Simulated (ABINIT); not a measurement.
# A GW chain in ABINIT: GaN (P6_3mc), part 2 of 3

How does a plane-wave GW calculation on GaN (P6_3mc) run from the first input to the gap?

ABINIT 10.8.3; PBE and many-body steps on it, plane waves. Known limits of the many-body steps: not at the basis limit; no spin-orbit coupling; coarse k mesh.

So far. Step 2 (Ground state): The gap is direct, at Γ.

The database entry behind the starting cell has ideal inner coordinates that were not refined, so it need not match the best structure at ambient conditions.

**3. Bands along the symmetry lines**

Level of this step: DFT, PBE, plane waves, norm-conserving pseudopotentials (ABINIT).

The cheap functional maps the bands first; the places of the edges decide which points the dearer methods must see.

run.abi reads:

```
acell 3*1.0 Angstrom
rprim 
  3.190000000016 -0.000000000004 0.000000000000
  -1.595000000005 2.762621038088 0.000000000000
  0.000000000000 0.000000000000 5.189000000000
ntypat 2
znucl 31 7
natom 4
typat 1 1 2 2
xred 
  0.666666666667 0.333333333333 0.000000000000
  0.333333333333 0.666666666667 0.500000000000
  0.666666666667 0.333333333333 0.375000000000
  0.333333333333 0.666666666667 0.875000000000
pp_dirpath "pseudos"
pseudos "Ga.upf, N.upf"
ecut 45
iscf -2
irdden 1
kptopt 0
nkpt 75
kpt 
  0.00000000 0.00000000 0.00000000
  0.06250000 0.00000000 0.00000000
  0.12500000 0.00000000 0.00000000
  0.18750000 0.00000000 0.00000000
  0.25000000 0.00000000 0.00000000
  0.31250000 0.00000000 0.00000000
  0.37500000 0.00000000 0.00000000
  0.43750000 0.00000000 0.00000000
  0.50000000 0.00000000 0.00000000
  0.47916667 0.04166667 0.00000000
  0.45833333 0.08333333 0.00000000
  0.43750000 0.12500000 0.00000000
  0.41666666 0.16666666 0.00000000
  0.39583333 0.20833333 0.00000000
  0.37500000 0.25000000 0.00000000
  0.35416666 0.29166666 0.00000000
  0.33333333 0.33333333 0.00000000
  0.29166666 0.29166666 0.00000000
  0.25000000 0.25000000 0.00000000
  0.20833333 0.20833333 0.00000000
  0.16666666 0.16666666 0.00000000
  0.12500000 0.12500000 0.00000000
  0.08333333 0.08333333 0.00000000
  0.04166667 0.04166667 0.00000000
  0.00000000 0.00000000 0.00000000
  0.00000000 0.00000000 0.06250000
  0.00000000 0.00000000 0.12500000
  0.00000000 0.00000000 0.18750000
  0.00000000 0.00000000 0.25000000
  0.00000000 0.00000000 0.31250000
  0.00000000 0.00000000 0.37500000
  0.00000000 0.00000000 0.43750000
  0.00000000 0.00000000 0.50000000
  0.06250000 0.00000000 0.50000000
  0.12500000 0.00000000 0.50000000
  0.18750000 0.00000000 0.50000000
  0.25000000 0.00000000 0.50000000
  0.31250000 0.00000000 0.50000000
  0.37500000 0.00000000 0.50000000
  0.43750000 0.00000000 0.50000000
  0.50000000 0.00000000 0.50000000
  0.47916667 0.04166667 0.50000000
  0.45833333 0.08333333 0.50000000
  0.43750000 0.12500000 0.50000000
  0.41666666 0.16666666 0.50000000
  0.39583333 0.20833333 0.50000000
  0.37500000 0.25000000 0.50000000
  0.35416666 0.29166666 0.50000000
  0.33333333 0.33333333 0.50000000
  0.29166666 0.29166666 0.50000000
  0.25000000 0.25000000 0.50000000
  0.20833333 0.20833333 0.50000000
  0.16666666 0.16666666 0.50000000
  0.12500000 0.12500000 0.50000000
  0.08333333 0.08333333 0.50000000
  0.04166667 0.04166667 0.50000000
  0.00000000 0.00000000 0.50000000
  0.50000000 0.00000000 0.50000000
  0.50000000 0.00000000 0.43750000
  0.50000000 0.00000000 0.37500000
  0.50000000 0.00000000 0.31250000
  0.50000000 0.00000000 0.25000000
  0.50000000 0.00000000 0.18750000
  0.50000000 0.00000000 0.12500000
  0.50000000 0.00000000 0.06250000
  0.50000000 0.00000000 0.00000000
  0.33333333 0.33333333 0.50000000
  0.33333333 0.33333333 0.43750000
  0.33333333 0.33333333 0.37500000
  0.33333333 0.33333333 0.31250000
  0.33333333 0.33333333 0.25000000
  0.33333333 0.33333333 0.18750000
  0.33333333 0.33333333 0.12500000
  0.33333333 0.33333333 0.06250000
  0.33333333 0.33333333 0.00000000
istwfk *1
nband 33
nbdbuf 2
tolwfr 1e-08
nstep 40
prtwf 0
prtvol 0
indata_prefix "in"
outdata_prefix "out"
tmpdata_prefix "tmp"
```

On the command line:

```
> OMP_NUM_THREADS=1 mpirun -n 8 abinit run.abi > log
```

Numbers of over 12 decimals in the logs are rounded to 6 here.

The program printed:

```text
.Version 10.8.3 of ABINIT. v10.8.2 released Aug 2026.

 Symmetries : space group P6_3 m c (#186); Bravais hP (primitive hexag.)
[... echo of the input left out ...]
== DATASET  1 ==================================================================
-   mpi_nproc: 8, omp_nthreads: 1 (-1 if OMP is not activated)

--- !DatasetInfo
iteration_state: {dtset: 1, }
dimensions: {natom: 4, nkpt: 75, mband: 33, nsppol: 1, nspinor: 1, nspden: 1, mpw: 4506, }
cutoff_energies: {ecut:  45.0, pawecutdg:  -1.0, }
electrons: {nelect:   5.20000000E+01, charge:   0.00000000E+00, occopt:   1.00000000E+00, tsmear:   1.00000000E-02, }

 Real(R)+Recip(G) space primitive vectors, cartesian coordinates (Bohr,Bohr^-1):
 R(1)=  6.0282263  0.0000000  0.0000000  G(1)=  0.1658863  0.0957745  0.0000000
 R(2)= -3.0141132  5.2205972  0.0000000  G(2)=  0.0000000  0.1915490  0.0000000
 R(3)=  0.0000000  0.0000000  9.8057889  G(3)=  0.0000000  0.0000000  0.1019806
 Unit cell volume ucvol=  3.0859741E+02 bohr^3
 Angles (23,13,12)=  9.00000000E+01  9.00000000E+01  1.20000000E+02 degrees

 getcut: wavevector=  0.0000  0.0000  0.0000  ngfft=  40  40  60
         ecut(hartree)=     45.000   => boxcut(ratio)=   2.02627

--- Pseudopotential description ------------------------------------------------
- Ga Generated using ONCVPSP code by D. R. Hamann
- 31.00000  21.00000  171031                  znucl, zion, pspdat
12 -101130 2 -1 1902                          pspcod,pspxc,lmax,lloc,mmax
     nproj     2     2     2
  pspatm : epsatm=   21.85474337
         --- l  ekb(1:nproj) -->
             0    4.962806   -1.220223
             1   -5.679278   -1.350476
             2  -10.596651   -3.839775
 pspatm: atomic psp has been read  and splines computed

- N Generated using ONCVPSP code by D. R. Hamann
-  7.00000   5.00000  171031                  znucl, zion, pspdat
12 -101130 1 -1 1058                          pspcod,pspxc,lmax,lloc,mmax
     nproj     2     2     0
  pspatm : epsatm=    5.20977870
         --- l  ekb(1:nproj) -->
[...]
pspatm: atomic psp has been read  and splines computed

--------------------------------------------------------------------------------

================================================================================
 prteigrs : about to open file out_EIG
 Non-SCF case, kpt    1 (  0.00000  0.00000  0.00000), residuals and eigenvalues=
  7.08E-09  6.98E-09  6.91E-09  9.04E-09  5.02E-09  5.41E-09  1.36E-09  6.76E-09
  1.62E-09  1.13E-09  5.31E-09  5.12E-09  8.83E-09  7.92E-09  5.19E-09  5.69E-09
  9.95E-09  3.67E-09  3.34E-09  8.54E-09  1.55E-09  3.67E-09  5.12E-09  3.94E-09
[...]
1.96E-09
 -4.9759E+00 -4.9759E+00 -3.1632E+00 -3.1631E+00 -3.1631E+00 -3.1630E+00
 -3.1630E+00 -3.1630E+00 -3.3265E-01 -3.0063E-01 -2.4456E-01 -2.4373E-01
 -2.4373E-01 -2.4156E-01 -2.4156E-01 -2.3496E-01 -2.3496E-01 -2.3177E-01
[...]
1.18E-05
[...]
Non-SCF case, kpt   74 (  0.33333  0.33333  0.06250), residuals and eigenvalues=
[...]
Non-SCF case, kpt   75 (  0.33333  0.33333  0.00000), residuals and eigenvalues=
[...]
-1.6821E-01 -1.6821E-01  5.8163E-02  5.8163E-02  6.0513E-02  1.4357E-01
  1.4357E-01  1.5513E-01  4.4316E-01  5.3991E-01  5.3991E-01  5.6241E-01
[...]
--- !ResultsGS
iteration_state: {dtset: 1, }
comment   : Summary of ground state results
lattice_vectors:
- [  6.0282263,  -0.0000000,   0.0000000, ]
- [ -3.0141132,   5.2205972,   0.0000000, ]
- [  0.0000000,   0.0000000,   9.8057889, ]
lattice_lengths: [   6.02823,    6.02823,    9.80579, ]
lattice_angles: [ 90.000,  90.000, 120.000, ] # degrees, (23, 13, 12)
lattice_volume:   3.0859741E+02
convergence: {deltae:  0.000E+00, res2:  0.000E+00, residm:  9.998E-09, diffor:  0.000E+00, }
etotal    :  -5.17437206E+02
entropy   :   0.00000000E+00
fermie    :   2.53663909E-01
cartesian_stress_tensor: null
pressure_GPa: null
xred      :
- [  6.6667E-01,   3.3333E-01,   0.0000E+00, Ga]
- [  3.3333E-01,   6.6667E-01,   5.0000E-01, Ga]
- [  6.6667E-01,   3.3333E-01,   3.7500E-01,  N]
- [  3.3333E-01,   6.6667E-01,   8.7500E-01,  N]
cartesian_forces: null
force_length_stats: {min: null, max: null, mean: null, }

 Integrated electronic density in atomic spheres:
 ------------------------------------------------
 Atom  Sphere_radius  Integrated_density
[...]
================================================================================

 ----iterations are completed or convergence reached----

 Mean square residual over all n,k,spin=   50.714E-10; max=  99.981E-10
 reduced coordinates (array xred) for    4 atoms
[...]
0.666666666667      0.333333333333      0.375000000000
       0.333333333333      0.666666666667      0.875000000000

 cartesian coordinates (angstrom) at end:
    1      1.595000     0.920874     0.000000
    2      2e-12     1.841747     2.594500
    3      1.595000     0.920874     1.945875
    4      2e-12     1.841747     4.540375
 length scales=  1.889726125908  1.889726125908  1.889726125908 bohr
              =  1.000000000000  1.000000000000  1.000000000000 angstroms
 prteigrs : about to open file out_EIG
 Eigenvalues (hartree) for nkpt=  75  k points:
 kpt#   1, nband= 33, wtk=  1.00000, kpt=  0.0000  0.0000  0.0000 (reduced coord)
[...]
kpt#   2, nband= 33, wtk=  1.00000, kpt=  0.0625  0.0000  0.0000 (reduced coord)
[...]
kpt#   3, nband= 33, wtk=  1.00000, kpt=  0.1250  0.0000  0.0000 (reduced coord)
[...]
kpt#  74, nband= 33, wtk=  1.00000, kpt=  0.3333  0.3333  0.0625 (reduced coord)
[...]
0.71886
 kpt#  75, nband= 33, wtk=  1.00000, kpt=  0.3333  0.3333  0.0000 (reduced coord)
[...]
-0.23396   -0.23233   -0.16821   -0.16821    0.05816    0.05816    0.06051    0.14357
   0.14357    0.15513    0.44316    0.53991    0.53991    0.56241    0.61634    0.61634
   0.71518

== END DATASET(S) ==============================================================
================================================================================

 -outvars: echo values of variables after computation  --------
            nband          33
             nkpt          75
          spgroup         186
 [... the other variables as echoed above ...]

 Calculation completed.
```

Elapsed: 30 s, on 8 MPI ranks of Arm Neoverse V1, shared host; peak memory 0.69 GiB; 4 min of CPU time.

Numbers from this step:

```
gap                        : 1.919 eV
k of the valence top       : 0, 0, 0
k of the conduction bottom : 0, 0, 0
least direct gap           : 1.919 eV
```

The gap is 1.919 eV, as in the run before at this level.

Electronic bands along the path, in eV, zero at the top of the highest filled band:

```tsv
point	band 23	band 24	band 25	band 26	band 27	band 28	band 29	band 30
Γ	-1.04	-0.06	0.00	0.00	1.92	4.27	9.18	9.92
M	-4.22	-2.73	-2.23	-0.98	5.08	5.57	6.06	8.58
K	-5.26	-3.00	-3.00	-2.68	5.16	7.79	7.79	8.40
Γ	-1.04	-0.06	0.00	0.00	1.92	4.27	9.18	9.92
A	-0.53	-0.53	-0.53	-0.53	4.25	4.25	8.50	8.50
L	-1.93	-1.93	-1.91	-1.91	4.42	4.42	7.80	7.80
H	-4.16	-4.16	-1.49	-1.49	6.44	6.44	7.31	7.31
A	-0.53	-0.53	-0.53	-0.53	4.25	4.25	8.50	8.50
jump to L	-1.93	-1.93	-1.91	-1.91	4.42	4.42	7.80	7.80
M	-4.22	-2.73	-2.23	-0.98	5.08	5.57	6.06	8.58
jump to H	-4.16	-4.16	-1.49	-1.49	6.44	6.44	7.31	7.31
K	-5.26	-3.00	-3.00	-2.68	5.16	7.79	7.79	8.40
```

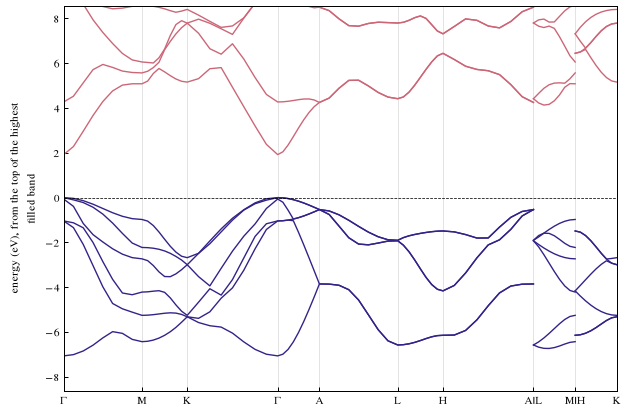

Electronic bands along the path; lines of filled and empty bands in two colours.

**4. Empty states on the mesh, 3×3×2 mesh, 73 bands**

The sums over transitions need many empty states on a uniform mesh; this step solves for them.

run.abi reads:

```
acell 3*1.0 Angstrom
rprim 
  3.190000000016 -0.000000000004 0.000000000000
  -1.595000000005 2.762621038088 0.000000000000
  0.000000000000 0.000000000000 5.189000000000
ntypat 2
znucl 31 7
natom 4
typat 1 1 2 2
xred 
  0.666666666667 0.333333333333 0.000000000000
  0.333333333333 0.666666666667 0.500000000000
  0.666666666667 0.333333333333 0.375000000000
  0.333333333333 0.666666666667 0.875000000000
pp_dirpath "pseudos"
pseudos "Ga.upf, N.upf"
ecut 45
ngkpt 3 3 2
nshiftk 1
shiftk 0 0 0
kptopt 1
chksymbreak 0
iscf -2
irdden 1
istwfk *1
nband 73
nbdbuf 6
tolwfr 1e-09
nstep 60
prtvol 0
indata_prefix "in"
outdata_prefix "out"
tmpdata_prefix "tmp"
```

On the command line:

```
> OMP_NUM_THREADS=1 mpirun -n 6 abinit run.abi > log
```

The program printed:

```text
.Version 10.8.3 of ABINIT. v10.8.2 released Aug 2026.

 Symmetries : space group P6_3 m c (#186); Bravais hP (primitive hexag.)
[... echo of the input left out ...]
== DATASET  1 ==================================================================
-   mpi_nproc: 6, omp_nthreads: 1 (-1 if OMP is not activated)

--- !DatasetInfo
iteration_state: {dtset: 1, }
dimensions: {natom: 4, nkpt: 6, mband: 73, nsppol: 1, nspinor: 1, nspden: 1, mpw: 4506, }
cutoff_energies: {ecut:  45.0, pawecutdg:  -1.0, }
electrons: {nelect:   5.20000000E+01, charge:   0.00000000E+00, occopt:   1.00000000E+00, tsmear:   1.00000000E-02, }

 Real(R)+Recip(G) space primitive vectors, cartesian coordinates (Bohr,Bohr^-1):
 R(1)=  6.0282263  0.0000000  0.0000000  G(1)=  0.1658863  0.0957745  0.0000000
 R(2)= -3.0141132  5.2205972  0.0000000  G(2)=  0.0000000  0.1915490  0.0000000
 R(3)=  0.0000000  0.0000000  9.8057889  G(3)=  0.0000000  0.0000000  0.1019806
 Unit cell volume ucvol=  3.0859741E+02 bohr^3
 Angles (23,13,12)=  9.00000000E+01  9.00000000E+01  1.20000000E+02 degrees

 getcut: wavevector=  0.0000  0.0000  0.0000  ngfft=  40  40  60
         ecut(hartree)=     45.000   => boxcut(ratio)=   2.02627

--- Pseudopotential description ------------------------------------------------
- Ga Generated using ONCVPSP code by D. R. Hamann
- 31.00000  21.00000  171031                  znucl, zion, pspdat
12 -101130 2 -1 1902                          pspcod,pspxc,lmax,lloc,mmax
     nproj     2     2     2
  pspatm : epsatm=   21.85474337
         --- l  ekb(1:nproj) -->
             0    4.962806   -1.220223
             1   -5.679278   -1.350476
             2  -10.596651   -3.839775
 pspatm: atomic psp has been read  and splines computed

- N Generated using ONCVPSP code by D. R. Hamann
-  7.00000   5.00000  171031                  znucl, zion, pspdat
12 -101130 1 -1 1058                          pspcod,pspxc,lmax,lloc,mmax
     nproj     2     2     0
  pspatm : epsatm=    5.20977870
         --- l  ekb(1:nproj) -->
[...]
pspatm: atomic psp has been read  and splines computed

--------------------------------------------------------------------------------

================================================================================
 prteigrs : about to open file out_EIG
 Non-SCF case, kpt    1 (  0.00000  0.00000  0.00000), residuals and eigenvalues=
  9.86E-10  2.87E-10  4.60E-10  4.02E-10  3.04E-10  3.30E-10  7.70E-10  5.56E-10
  1.93E-10  7.10E-10  1.77E-10  5.53E-10  9.36E-11  8.27E-10  7.68E-10  2.32E-10
  9.07E-10  5.13E-10  4.94E-10  2.98E-10  4.81E-10  2.07E-10  8.38E-10  3.94E-10
[...]
2.55E-04
 -4.9759E+00 -4.9759E+00 -3.1632E+00 -3.1631E+00 -3.1631E+00 -3.1630E+00
 -3.1630E+00 -3.1630E+00 -3.3265E-01 -3.0063E-01 -2.4456E-01 -2.4373E-01
 -2.4373E-01 -2.4156E-01 -2.4156E-01 -2.3496E-01 -2.3496E-01 -2.3177E-01
[...]
1.9230E+00  1.9823E+00  1.9823E+00  2.0257E+00  2.0800E+00  2.0827E+00
  2.0827E+00  2.1292E+00  2.1292E+00  2.1436E+00  2.2561E+00  2.2562E+00
  2.2902E+00
 prteigrs : prtvol=0 or 1, do not print more k-points.

--- !ResultsGS
iteration_state: {dtset: 1, }
comment   : Summary of ground state results
lattice_vectors:
- [  6.0282263,  -0.0000000,   0.0000000, ]
- [ -3.0141132,   5.2205972,   0.0000000, ]
- [  0.0000000,   0.0000000,   9.8057889, ]
lattice_lengths: [   6.02823,    6.02823,    9.80579, ]
lattice_angles: [ 90.000,  90.000, 120.000, ] # degrees, (23, 13, 12)
lattice_volume:   3.0859741E+02
convergence: {deltae:  0.000E+00, res2:  0.000E+00, residm:  9.980E-10, diffor:  0.000E+00, }
etotal    :  -5.17437206E+02
entropy   :   0.00000000E+00
fermie    :   2.53663909E-01
cartesian_stress_tensor: null
pressure_GPa: null
xred      :
- [  6.6667E-01,   3.3333E-01,   0.0000E+00, Ga]
- [  3.3333E-01,   6.6667E-01,   5.0000E-01, Ga]
- [  6.6667E-01,   3.3333E-01,   3.7500E-01,  N]
- [  3.3333E-01,   6.6667E-01,   8.7500E-01,  N]
cartesian_forces: null
force_length_stats: {min: null, max: null, mean: null, }

 Integrated electronic density in atomic spheres:
 ------------------------------------------------
 Atom  Sphere_radius  Integrated_density
[...]
================================================================================

 ----iterations are completed or convergence reached----

 Mean square residual over all n,k,spin=   47.474E-11; max=  99.804E-11
 reduced coordinates (array xred) for    4 atoms
[...]
0.666666666667      0.333333333333      0.375000000000
       0.333333333333      0.666666666667      0.875000000000

 cartesian coordinates (angstrom) at end:
    1      1.595000     0.920874     0.000000
    2      2e-12     1.841747     2.594500
    3      1.595000     0.920874     1.945875
    4      2e-12     1.841747     4.540375
 length scales=  1.889726125908  1.889726125908  1.889726125908 bohr
              =  1.000000000000  1.000000000000  1.000000000000 angstroms
 prteigrs : about to open file out_EIG
 Eigenvalues (hartree) for nkpt=   6  k points:
 kpt#   1, nband= 73, wtk=  0.05556, kpt=  0.0000  0.0000  0.0000 (reduced coord)
[...]
1.66326    1.66696    1.77222    1.78076    1.92296    1.98227    1.98227    2.02570
   2.08002    2.08266    2.08266    2.12921    2.12921    2.14362    2.25613    2.25620
   2.29022
 prteigrs : prtvol=0 or 1, do not print more k-points.

== END DATASET(S) ==============================================================
================================================================================

 -outvars: echo values of variables after computation  --------
            nband          73
             nkpt           6
          spgroup         186
 [... the other variables as echoed above ...]

 Calculation completed.
```

It took 9.6 s on 6 MPI ranks; peak memory 0.44 GiB; 57 s of CPU time.

This step gave:

```yaml
gap: 1.919 eV
k_of_the_valence_top: 0, 0, 0
k_of_the_conduction_bottom: 0, 0, 0
least_direct_gap: 1.919 eV
k_points_computed: 6
lowest_point_of_the_top_converged_band_above_the_valence_top: 43.92 eV
```

On this mesh the gap is 1.919 eV.

**5. Screening, 3×3×2 mesh, 67 bands, screening to 119.7 eV**

The RPA dielectric matrix is built and inverted for each q.

This step: RPA screening on PBE, plane waves, norm-conserving pseudopotentials.

run.abi: that of step 4 with these lines changed.

```diff
@@ -22,10 +22,11 @@
 chksymbreak 0
-iscf -2
-irdden 1
 istwfk *1
-nband 73
-nbdbuf 6
-tolwfr 1e-09
-nstep 60
-prtvol 0
+occopt 1
+irdwfk 1
+optdriver 3
+nband 67
+ecuteps 4.4
+inclvkb 2
+awtr 1
+symchi 1
 indata_prefix "in"
```

On the command line:

```
> OMP_NUM_THREADS=1 mpirun -n 8 abinit run.abi > log
```

The program printed:

```text
.Version 10.8.3 of ABINIT. v10.8.2 released Aug 2026.

 Symmetries : space group P6_3 m c (#186); Bravais hP (primitive hexag.)
[... echo of the input left out ...]
== DATASET  1 ==================================================================
-   mpi_nproc: 8, omp_nthreads: 1 (-1 if OMP is not activated)

--- !DatasetInfo
iteration_state: {dtset: 1, }
dimensions: {natom: 4, nkpt: 6, mband: 67, nsppol: 1, nspinor: 1, nspden: 1, mpw: 4506, }
cutoff_energies: {ecut:  45.0, pawecutdg:  -1.0, }
electrons: {nelect:   5.20000000E+01, charge:   0.00000000E+00, occopt:   1.00000000E+00, tsmear:   1.00000000E-02, }

 SCREENING: Calculation of the susceptibility and dielectric matrices

 Based on a program developped by R.W. Godby, V. Olevano, G. Onida, and L. Reining.
 Incorporated in ABINIT by V. Olevano, G.-M. Rignanese, and M. Torrent.
.Using double precision arithmetic ; gwpc =  8

[... cell and pseudopotentials left out ...]
--------------------------------------------------------------------------------

 ==== K-mesh for the wavefunctions ====
 Number of points in the irreducible wedge :     6
[... list of points left out ...]
 Together with 12 symmetry operations and time-reversal symmetry
 yields    18 points in the full Brillouin Zone.

 ==== Q-mesh for the screening function ====
 Number of points in the irreducible wedge :     6
[... list of points left out ...]
 Together with 12 symmetry operations and time-reversal symmetry
 yields    18 points in the full Brillouin Zone.

 setmesh: FFT mesh size selected  =    24x   24x   40
          total number of points  =        23040

 vcoul_init : cutoff-mode = AUXILIARY_FUNCTION
 q-points for optical limit:   1
     1)      0.000010    0.000020    0.000030

- screening: taking advantage of time-reversal symmetry
- Maximum band index for partially occupied states nbvw = 26
- Remaining bands to be divided among processors   nbcw = 41
- Number of bands treated by each node ~5

 Number of electrons calculated from density =   52.0000; Expected =   52.0000
 average of density, n =  0.168504
 r_s =    1.1231
 omega_plasma =   39.5969 [eV]

 calculating chi0 at frequencies [eV] :
  1    0.000000E+00    0.000000E+00
  2    0.000000E+00    3.959690E+01

--------------------------------------------------------------------------------
  q-point number  1        q = ( 0.000000, 0.000000, 0.000000) [r.l.u.]
--------------------------------------------------------------------------------
[... chi0 elements left out ...]
 For q-point:  0.000010 0.000020 0.000030
  dielectric constant =   9.9000
  dielectric constant without local fields =  10.6003

  Average fulfillment of the sum rule on Im[epsilon] for q-point    1 :     25.74  [%]
[... wings left out ...]
  q-point number  2        q = ( 0.333333, 0.000000, 0.000000) [r.l.u.]
--------------------------------------------------------------------------------
[... chi0 elements left out ...]
  Average fulfillment of the sum rule on Im[epsilon] for q-point    2 :     29.57  [%]

 [... 4 further q-points ...]
```

Wall time 7.8 s (8 MPI ranks); peak memory 1.2 GiB; 62 s of CPU time.

Numbers from this step:

```yaml
eps_infinity_with_local_fields_on_this_mesh_along_the_program_s_q_direction: 9.9
the_same_without_local_fields: 10.60
plasma_frequency: 39.60 eV
plane_waves_in_the_screening_matrix: 135
```

Local fields lower ε∞ by 7 %. On a Γ-centred mesh this coarse the value itself is usually too large, while a short band sum pulls it down.

(Continued in part 3 of 3.)

[Paths, hosts, dates, memory and timing lines, banners, echoed tables and standing remarks are left out of the program output.]

[Logs are printed without paths, hosts, clocks, repeated set-up lines and the standing remarks that a program may print on its own settings, such as how far it seeks lower states.]

[Runs of the session that timed out or met a known fault of the program may be left out.]

[Hosts, paths, dates, database ids (printed as entryN), source tags and the programs' standing remarks are cut or masked in the printed files.]

[G0W0 gaps are taken among the corrected bands and points alone; a level outside them can change the order at an edge.]

[Where Ansatz stands beside ABINIT at settings called matched, ABINIT's density can come from a denser mesh and the files from another edition; pairs whose starting gaps differed by over 0.03 eV were left out, so agreement reads better than it is.]
